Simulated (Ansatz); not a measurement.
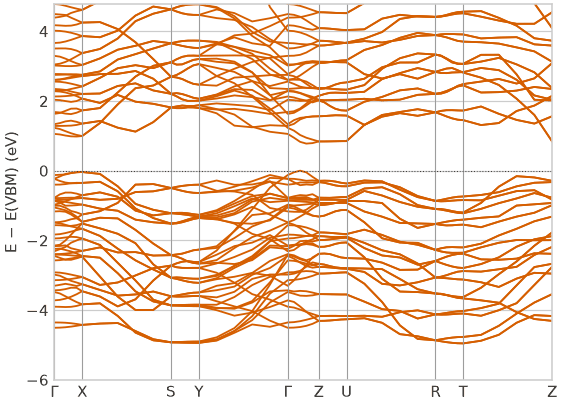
*Band structure from plane-wave PAW PBE (Ansatz code)*

Problem. Read off the gap and where the band edges lie.

Solution. About 0.8 eV (0.78 eV by a search for the band edges); maximum on the Γ–Z line, 41 % of the way from Γ, minimum on the Γ–Z line, 65 % of the way from Γ.

The material is Sb2Se3 in space group Pnma (No. 62; Pearson symbol oP20).

The cell was relaxed with PBE under the symmetry of its start. A crystal of weakly bound chains computed without a dispersion correction: the cell and the soft elastic constants depend strongly on that. Scalar-relativistic: spin–orbit coupling is off unless named, which matters more the heavier the elements.

Potentials: the later of the program's two PAW sets.
